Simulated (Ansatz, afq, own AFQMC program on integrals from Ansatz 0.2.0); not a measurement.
# AlNH2 (triplet): quantum Monte Carlo beside coupled cluster, cc-pVTZ, part 2 of 2

Ansatz 0.2.0, Gaussian basis, and an in-house AFQMC program (afq) on its integrals; all values are calculated; cc-pVTZ, frozen cores. Earlier steps stand in the parts before.

**12. Phaseless AFQMC, CISD trial on UHF**

It reads the integrals that the CCSD(T) run on this determinant wrote.

The run is started by

```bash
> afq ham --method phaseless --trial cisd --walkers 600 --populations 10 --least-time 60 --time-step 0.005 --steps-per-block 50 --equilibration-blocks 28 --max-blocks 4000 --target-error 0.00019 --factor-cut 1e-05 --start spin_pure --seed 284 --release-times 0.24,0.51,0.99,1.62,2.4 --release-step 0.03 --release-every 3 --taylor-order 6
```

The log of the run:

```text
orbitals 86  electrons 6 4  factors 540 of 551
reference energy -297.51408665 Eh
CCSD correlation -0.26652600 Eh in 12 cycles, weight of the determinant in the CISD state 0.9056
energy of the start -297.780589 Eh
 block  time / (1/Eh)  mean weight  energy / Eh
     1     0.250  1.0002  -297.779466
     2     0.500  0.9999  -297.782356
     3     0.750  0.9991  -297.784759
     4     1.000  0.9997  -297.790250
     5     1.250  0.9998  -297.790374
     6     1.500  0.9999  -297.787474
     7     1.750  0.9998  -297.790166
     8     2.000  1.0005  -297.788966
     9     2.250  1.0002  -297.789847
    10     2.500  0.9997  -297.789585
    13     3.250  0.9998  -297.791633
    16     4.000  1.0002  -297.793137
    19     4.750  1.0014  -297.789963
    22     5.500  1.0007  -297.792661
    25     6.250  1.0014  -297.797511
    28     7.000  0.9996  -297.793777
    31     7.750  0.9994  -297.793136
    34     8.500  0.9999  -297.791908
    37     9.250  1.0001  -297.792112
    40    10.000  1.0003  -297.792854
    43    10.750  0.9999  -297.791554
    46    11.500  0.9983  -297.791317
    49    12.250  0.9997  -297.790832
    52    13.000  1.0011  -297.790886
    55    13.750  1.0003  -297.791720
    58    14.500  0.9987  -297.790697
    61    15.250  0.9998  -297.793037
    64    16.000  0.9997  -297.790173
    67    16.750  1.0006  -297.790854
    70    17.500  1.0001  -297.793310
    73    18.250  0.9988  -297.791935
    76    19.000  0.9999  -297.792721
    79    19.750  1.0000  -297.792193
    82    20.500  1.0007  -297.791577
    85    21.250  1.0004  -297.791547
    88    22.000  0.9997  -297.791430
    91    22.750  1.0002  -297.789894
    94    23.500  1.0002  -297.790651
    97    24.250  1.0000  -297.792435
   100    25.000  0.9995  -297.790499
   103    25.750  0.9997  -297.791450
   106    26.500  0.9996  -297.792102
   109    27.250  0.9996  -297.797484
   112    28.000  0.9991  -297.795037
   115    28.750  1.0006  -297.791269
   118    29.500  1.0004  -297.791296
   121    30.250  0.9999  -297.790927
   124    31.000  0.9995  -297.790285
   127    31.750  1.0015  -297.793456
   130    32.500  0.9994  -297.791828
   133    33.250  1.0005  -297.791028
   136    34.000  1.0003  -297.792501
error from the spread of 10 populations
released: time / (1/Eh)  energy / Eh  error  mean overlap
  0.24  -297.792239  0.000165  0.9965
  0.51  -297.791913  0.000203  0.9918
  0.99  -297.792541  0.000244  0.9838
  1.62  -297.792100  0.000284  0.9820
  2.40  -297.792328  0.000469  0.9746
energy -297.791724 +/- 0.000148 Eh
```

It took 48 s on 1 × NVIDIA H100 80GB HBM3 with 2 threads of AMD EPYC 7R13 (Zen 3), shared host; peak host memory 1.8 GiB.

Energy -8103.3256 ± 0.0040 eV. Caveats: constraint bias not in the error.

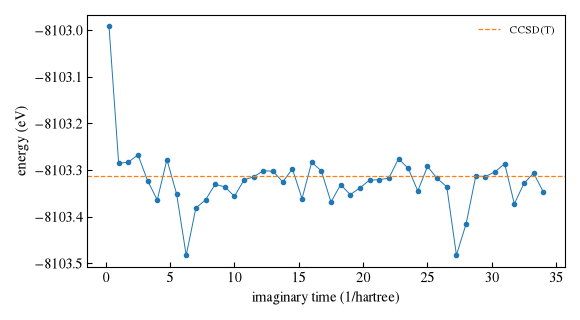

Block energies along the walk.

**13. Phaseless AFQMC, single-determinant trial on UHF**

It reads the integrals that the CCSD(T) run on this determinant wrote.

The run is started by

```bash
> afq ham --method phaseless --trial hf --walkers 600 --populations 10 --least-time 40 --time-step 0.005 --steps-per-block 20 --equilibration-blocks 112 --max-blocks 4000 --target-error 0.0009500000000000001 --factor-cut 1e-05 --start spin_pure --seed 4423 --taylor-order 6
```

The log of the run:

```text
orbitals 86  electrons 6 4  factors 540 of 551
reference energy -297.51408665 Eh
CCSD correlation -0.26652600 Eh in 12 cycles, weight of the determinant in the CISD state 0.9056
energy of the start -297.514123 Eh
 block  time / (1/Eh)  mean weight  energy / Eh
     1     0.100  1.0018  -297.601311
     2     0.200  1.0027  -297.650524
     3     0.300  1.0018  -297.685905
     4     0.400  1.0022  -297.707553
     5     0.500  1.0017  -297.724031
     6     0.600  1.0002  -297.728186
     7     0.700  1.0003  -297.740991
     8     0.800  1.0016  -297.748970
     9     0.900  0.9997  -297.753455
    10     1.000  1.0001  -297.752436
    20     2.000  1.0002  -297.787963
    39     3.900  0.9995  -297.801623
    58     5.800  0.9995  -297.802595
    77     7.700  1.0001  -297.782145
    96     9.600  1.0015  -297.802362
   115    11.500  0.9995  -297.795079
   134    13.400  0.9999  -297.804933
   153    15.300  1.0006  -297.787780
   172    17.200  0.9986  -297.799344
   191    19.100  0.9996  -297.794306
   210    21.000  1.0013  -297.802608
   229    22.900  1.0002  -297.783799
   248    24.800  1.0009  -297.795233
   267    26.700  1.0020  -297.797302
   286    28.600  1.0001  -297.792065
   305    30.500  1.0005  -297.782713
   324    32.400  0.9990  -297.801397
   343    34.300  1.0009  -297.803618
   362    36.200  1.0002  -297.790799
   381    38.100  0.9999  -297.768145
   400    40.000  1.0005  -297.793486
   419    41.900  0.9991  -297.796513
   438    43.800  0.9999  -297.784047
   457    45.700  1.0008  -297.800065
   476    47.600  1.0008  -297.783037
   495    49.500  0.9988  -297.793709
   514    51.400  0.9995  -297.786606
   533    53.300  0.9995  -297.792193
   552    55.200  0.9995  -297.795603
   571    57.100  1.0006  -297.789506
   590    59.000  1.0003  -297.795242
   609    60.900  0.9997  -297.791654
   628    62.800  1.0004  -297.795562
   647    64.700  1.0010  -297.795099
   666    66.600  1.0002  -297.796860
   685    68.500  0.9998  -297.795017
   704    70.400  1.0002  -297.804848
   723    72.300  0.9996  -297.789077
   742    74.200  0.9997  -297.792949
   761    76.100  0.9987  -297.793011
   780    78.000  1.0006  -297.791330
error from the spread of 10 populations
energy -297.791604 +/- 0.000925 Eh
```

It took 49 s on 1 × NVIDIA H100 80GB HBM3 with 2 threads of AMD EPYC 7R13 (Zen 3), shared host; peak host memory 1.8 GiB.

Energy -8103.3224 ± 0.0252 eV. Caveats: constraint bias not in the error.

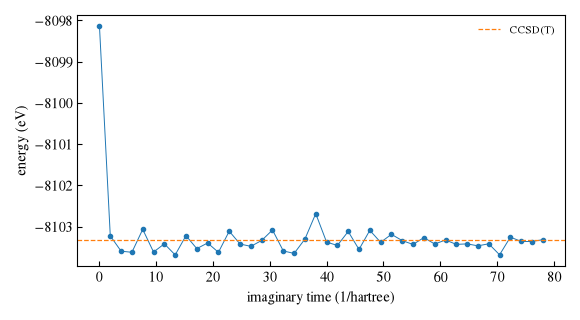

Block energies along the walk.

**14. AFQMC on the ladder**

On the UHF determinant, counted from CCSDT(Q) (a yardstick, not exact):

| level | energy (eV) | from CCSDT(Q) (meV) | statistical error (meV) | time |
| --- | --- | --- | --- | --- |
| HF | -8095.7707 | +7570.8 |  |  |
| MP2 | -8102.6862 | +655.3 |  |  |
| CCSD | -8103.0233 | +318.3 |  |  |
| CCSD(T) | -8103.3129 | +28.7 |  |  |
| CCSDT(Q) | -8103.3416 | 0.0 |  |  |
| Phaseless AFQMC, CISD trial, step 0.005, 600 walkers | -8103.3256 | +15.9 | 4.0 | 48 s |
| Phaseless AFQMC, single-determinant trial, step 0.005, 600 walkers | -8103.3224 | +19.2 | 25.2 | 49 s |

The functionals' totals stand on their own zeros and serve differences with other points: PBE -8112.526 eV; r2SCAN -8116.620 eV; PBE0 -8113.241 eV; B3LYP -8118.633 eV; wB97M-V -8116.694 eV; B2PLYP -8113.687 eV.

**15. Results**

This closing draws on all 2 parts.

```
                                                      quantity             value
                                  CCSD(T) on UHF from CCSDT(Q)         +28.7 meV
              Phaseless AFQMC, CISD trial on UHF from CCSDT(Q)   +15.9 ± 4.0 meV
Phaseless AFQMC, single-determinant trial on UHF from CCSDT(Q)  +19.2 ± 25.2 meV
```

In words: On UHF the phaseless walk with the CISD trial lies +15.9 meV from CCSDT(Q), 4 times its error bar. Error bars are statistical and leave out the constraint, the time step and what remains of the start.
